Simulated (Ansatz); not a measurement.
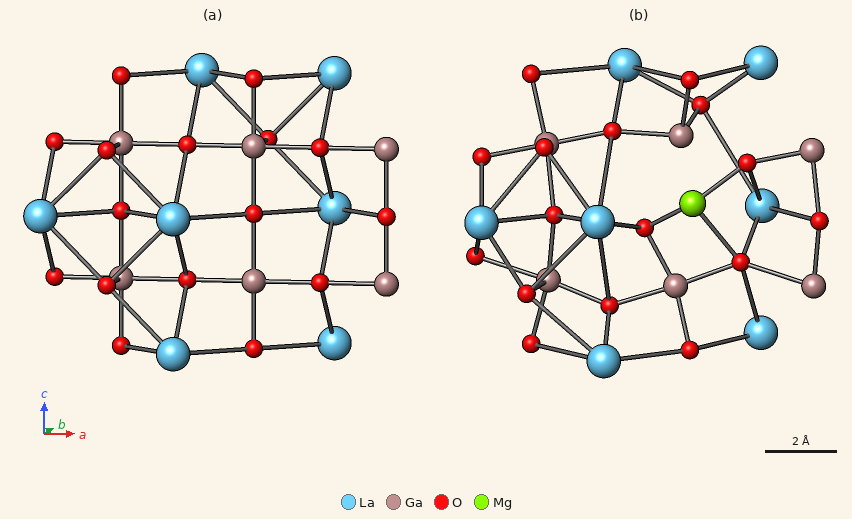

Left: perfect LaGaO3. Right: the same region with a pair of point defects, after relaxing the atoms in a supercell of 40 sites. The picture is a ball-and-stick view of the atoms within 5.4 Å of one point, in a slice 3.4 Å thick across the line of sight, seen slightly off an axis.

The calculation used Ansatz, DFT, PBEsol, PAW, plane waves. Set-up: plane-wave cutoff 420 eV; k-point mesh 1 × 1 × 1; mesh shifted by (0.25, 0.25, 0.25); no spin polarisation. Fermi-Dirac smearing of 0.01 eV. The axes drawn are those of the host's conventional cell.

### What kind of defect was made?

An oxygen atom is replaced by magnesium and an extra oxygen atom is put between the host's atoms (an interstitial), the two sites 1.9 Å apart.

The charge state of the cell is 0.

### What does the relaxation do around it?

In the host the O atom has 2 Ga at 1.93 Å; the Mg atom ends with 4 O at 1.85 to 2.16 Å. The O atom starts with 4 O at 1.93 to 1.94 Å, 2 La at 1.93 Å around its place and ends with 1 Mg at 1.85 Å, 1 Ga at 1.87 Å, 1 La at 2.21 Å. Of the host's atoms, an oxygen atom moves furthest from its site, by 1.02 Å. The Mg atom itself moves 0.85 Å from where it was put. The O atom itself moves 0.99 Å from where it was put.

Limits of the set-up: the periodic images lie only 7.7 Å apart, so the values are limited by the cell's size.
